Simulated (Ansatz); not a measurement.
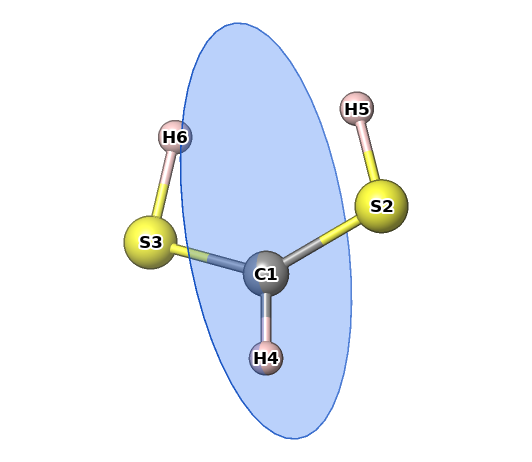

A disc through the centre of mass is drawn in. Distant atoms are faded towards the background colour. The species has charge +1 and is a spin singlet. The geometry was computed by an optimisation with PBE0-D4/def2-TZVP. No frequency run is at hand to confirm it as a minimum.

### Is the plane of the disc a mirror plane of the structure?

Yes. The reflection leaves C1, H4 in place and moves S2 ↔ S3; H5 ↔ H6. The point group is C2v.
